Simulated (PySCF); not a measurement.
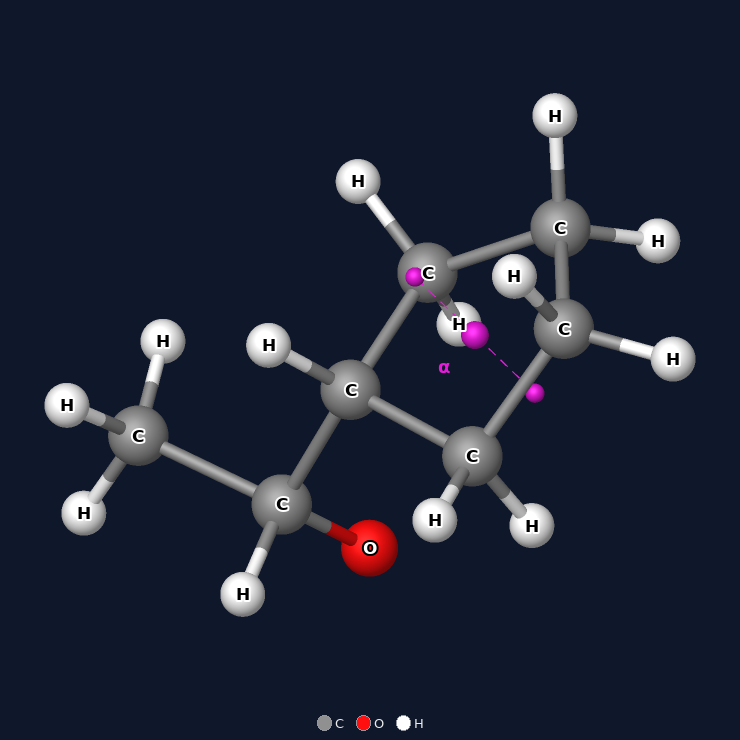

The small points mark where nucleus-independent chemical shifts (NICS) were computed: at the centre of each lettered ring and 1 Å above and below it. State: charge −1, singlet. The computed structure is the end point of a GFN2-xTB optimisation. No frequency run is at hand to confirm it as a minimum. Method: GIAO PBE0/pcSseg-1 NMR shielding, non-relativistic, gas phase (PySCF 2.14.0).

Give NICS(0), NICS(1) and the out-of-plane component NICS(1)zz for each ring (means of the two sides).

| ring | members | NICS(0) | NICS(1) | NICS(1)zz |
| --- | --- | --- | --- | --- |
| α | C5 | −6.3 | −4.4 | −3.8 |

Values in ppm.

**What do the values say about the ring currents?**

Ring α: weak, as in a non-aromatic ring. NICS is one index among several.
